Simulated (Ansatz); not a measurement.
All values below come from PBE (plane waves to 420 eV, PAW; Ansatz, an electronic-structure program).

Host crystal: anatase TiO2, with a band gap (PBE, scalar-relativistic without spin-orbit coupling).

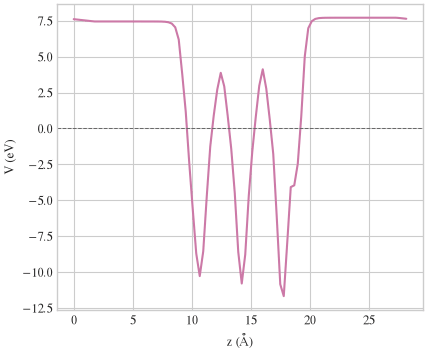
Electrostatic potential energy of an electron, averaged over planes parallel to the surface, in eV from the highest filled level, for O on the 1x1 (101) surface of anatase TiO2 (cut with top plane O), one in a 1x1 cell, started at the site 'top O #2'

Model: 19-atom slab, 9.4 Å thick at the start under the adsorbate (thin: gaps and levels are the slab's own), 6x4x1 mesh, Fermi-Dirac 0.01 eV, dipole correction, 7 atoms held, the rest relaxed; held to the part of the start's symmetry that mesh and held atoms allow; spin-polarised, no spin-orbit, no U, no dispersion correction. The starting moment vanished. At the end it is bonded to O + 3 Ti. In PBE this state lies 0.09 eV over the lowest of the starts that converged ('top O', where the adsorbate paired with a surface O atom).

The vacuum level lies 7.72 eV above the highest filled level over the top face and 7.45 eV above it under the bottom face.
